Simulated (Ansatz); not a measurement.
A series of calculations on AlH$_{2}$O$_{2}$ClF

Part 1: Relaxation

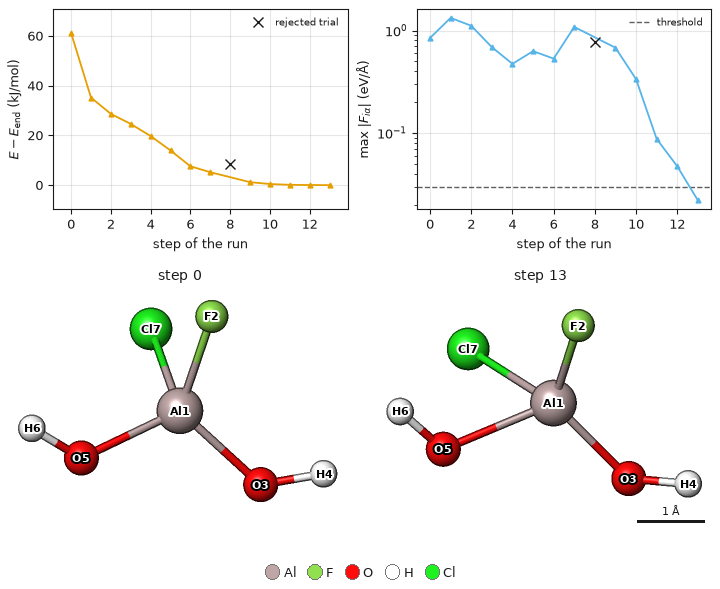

First and last geometry of a relaxation of AlH₂O₂ClF (multiplicity 2), with the history of the run. A ball-and-stick model, seen from a free direction.

The run prepares an end point of a later path (reaction) calculation, from a guessed geometry.

These are results of Ansatz, UKS B3LYP/def2-SVP, not measurements.

Input
```yaml
crystal:
  periodic: [false, false, false]
  atoms:
    - { symbol: Al, position_ang: [-0.021622, -0.363152, 0.318092] }
    - { symbol: F, position_ang: [0.07537, -1.806569, 1.178128] }
    - { symbol: O, position_ang: [1.362986, 0.129072, -0.561708] }
    - { symbol: H, position_ang: [2.249518, -0.242392, -0.490538] }
    - { symbol: O, position_ang: [-1.521635, 0.058524, -0.409885] }
    - { symbol: H, position_ang: [-2.396485, -0.249429, -0.145477] }
    - { symbol: Cl, position_ang: [0.042068, 0.675346, 2.284988] }
magnetization:
  spin_polarized: true
  initial_magnetization: 1
basis:
  gaussian: { orbitals: def2-SVP }
hamiltonian:
  xc: b3lyp
relax:
  f_tol: 0.03
  max_steps: 50
output:
  orbitals: {}
```

Command:
```bash
ansatz run input.yaml --threads 4 --pin off --max-ram 5120MiB --backend cpu --events-out ev --progress --plain --runs-dir out
```

### Read the history and describe the run.

It converged. The atom that moves furthest after the best rigid fit is Cl7 (0.72 Å). Largest moves by element: Cl 0.72 Å, F 0.36 Å, H 0.36 Å, O 0.28 Å, Al 0.24 Å. Among the contacts that change: Al1–O5 1.720 → 1.828 Å, Al1–O3 1.713 → 1.693 Å, Al1–Cl7 2.225 → 2.244 Å, Al1–F2 1.683 → 1.669 Å. Among the angles between lasting bonds that change: O5–Al1–Cl7 106.5° → 74.2°, F2–Al1–Cl7 87.0° → 111.6°, Al1–O5–H6 126.6° → 117.2°. After 12 accepted moves (13 points after the start) the energy has fallen by 61.1 kJ/mol. The largest force component goes from 0.85 to 0.022 eV/Å. The line search rejected the trial step at point 8 of the run. Cost: 48 s on 4 threads of Arm Neoverse V1, with other jobs on the host, peak memory 0.27 GiB.

```csv
step,"E − E(0), kJ/mol","largest force component, eV/Å",note
0,0.00,0.8470,
1,-25.94,1.3298,
2,-32.49,1.1130,
3,-36.53,0.6885,
4,-41.40,0.4729,
5,-47.20,0.6290,
6,-53.54,0.5322,
7,-55.93,1.0844,
8,-52.75,0.7660,rejected
9,-59.93,0.6801,
10,-60.69,0.3349,
11,-61.01,0.0874,
12,-61.09,0.0473,
13,-61.14,0.0220,
```

Part 2: Relaxation

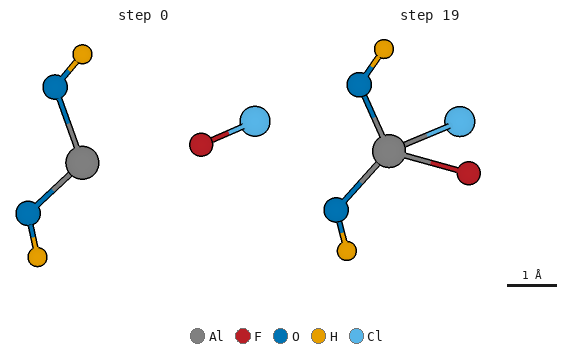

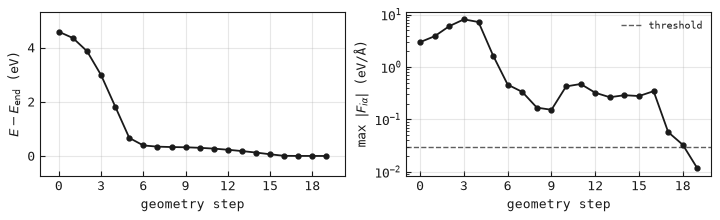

First and last geometry of a relaxation of AlH₂O₂ClF (multiplicity 2), with the history of the run. The picture is a ball-and-stick view, seen at a tilt.

The run prepares an end point of a later path (reaction) calculation, from a guessed geometry.

Computed with Ansatz 0.2.0, UKS B3LYP/def2-SVP. (collinear spin; force threshold 0.03 eV/Å; at most 50 steps)

Did the run converge, and what did it change?

Answer. It converged. After 19 geometry steps the energy has fallen by 4.582 eV. The largest force component goes from 3 to 0.012 eV/Å. The Cl atom moves most after the best rigid fit: 1.68 Å. By element the largest moves are Cl 1.68 Å, F 1.45 Å, Al 0.72 Å, H 0.60 Å, O 0.51 Å. Some distances before and after: Al–Cl 4.449 → 2.416 Å, Al–F 2.883 → 1.734 Å, Cl–F 1.604 → 2.401 Å, Al–O 1.709 → 1.693 Å. New bonds form, among them: Al–Cl (4.45 → 2.42 Å), Al–F (2.88 → 1.73 Å). Bonds break, among them: Cl–F (1.60 → 2.40 Å). Among the angles between lasting bonds that change: Al–O–H 123.3° → 126.5°. Cost: 50 s on 4 threads of Arm Neoverse V1 (shared host), peak memory 0.28 GiB.

```json
{"step": "0", "E − E(0), eV": "0.0000", "largest force component, eV/Å": "2.9973"}
{"step": "1", "E − E(0), eV": "-0.2312", "largest force component, eV/Å": "3.8947"}
{"step": "2", "E − E(0), eV": "-0.7177", "largest force component, eV/Å": "6.0533"}
{"step": "3", "E − E(0), eV": "-1.6015", "largest force component, eV/Å": "8.1517"}
{"step": "4", "E − E(0), eV": "-2.7578", "largest force component, eV/Å": "7.2471"}
{"step": "5", "E − E(0), eV": "-3.9164", "largest force component, eV/Å": "1.6599"}
{"step": "6", "E − E(0), eV": "-4.1943", "largest force component, eV/Å": "0.4627"}
{"step": "7", "E − E(0), eV": "-4.2379", "largest force component, eV/Å": "0.3358"}
{"step": "8", "E − E(0), eV": "-4.2532", "largest force component, eV/Å": "0.1683"}
{"step": "9", "E − E(0), eV": "-4.2612", "largest force component, eV/Å": "0.1533"}
{"step": "10", "E − E(0), eV": "-4.2809", "largest force component, eV/Å": "0.4276"}
{"step": "11", "E − E(0), eV": "-4.3109", "largest force component, eV/Å": "0.4759"}
{"step": "12", "E − E(0), eV": "-4.3528", "largest force component, eV/Å": "0.3239"}
{"step": "13", "E − E(0), eV": "-4.4013", "largest force component, eV/Å": "0.2661"}
{"step": "14", "E − E(0), eV": "-4.4561", "largest force component, eV/Å": "0.2909"}
{"step": "15", "E − E(0), eV": "-4.5198", "largest force component, eV/Å": "0.2803"}
{"step": "16", "E − E(0), eV": "-4.5772", "largest force component, eV/Å": "0.3471"}
{"step": "17", "E − E(0), eV": "-4.5806", "largest force component, eV/Å": "0.0574"}
{"step": "18", "E − E(0), eV": "-4.5814", "largest force component, eV/Å": "0.0329"}
{"step": "19", "E − E(0), eV": "-4.5819", "largest force component, eV/Å": "0.0117"}
```

Limits of the set-up: the start holds two separate molecules, 2.9 Å apart at their closest, whose relative position is a soft coordinate and is computed without a dispersion correction.

Part 3: Path

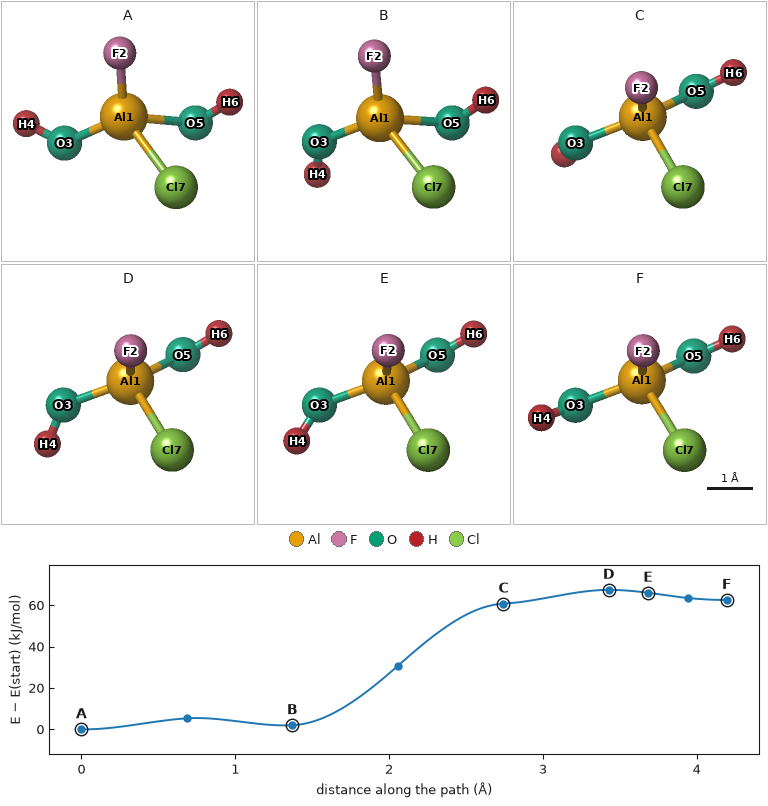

NEB run on AlH2O2ClF (multiplicity 2). Images are numbered from 0 (start) to 8 (end). Frames A to F are images 0, 2, 4, 5, 6, 8. The picture is a ball-and-stick view, seen at a tilt.

Theory: UKS B3LYP/def2-SVP (Ansatz 0.2.0). Set-up: 7 movable images; climbing image; force threshold 0.03 eV/Å; iteration limit 60; starting path through a guess of the saddle point.

Describe the mechanism and the energy profile.

Answer. Forward barrier 67.4 kJ/mol, backward barrier 4.9 kJ/mol, with image 5 at the top; the reaction energy is +62.5 kJ/mol. The profile has 2 maxima (images 1, 5) with a dip at image 2 (+2.0 kJ/mol), so the process runs in steps. The path has more than one stage, and so few images may leave a stage unresolved. No bond forms or breaks between the ends. Among the angles between lasting bonds that change up to the highest image: F2–Al1–Cl7 111.6° → 68.6°, O5–Al1–Cl7 74.2° → 111.9°. The band converged in 44 iterations. The largest component of the band force went from 11 to 0.027 eV/Å. The climbing image converged on the top of the path. Its vibrational analysis gives one imaginary mode (265i cm⁻¹), as a transition state must have.

Cost: 11 min on 4 threads of Arm Neoverse V1, on a shared host, peak memory 0.28 GiB.
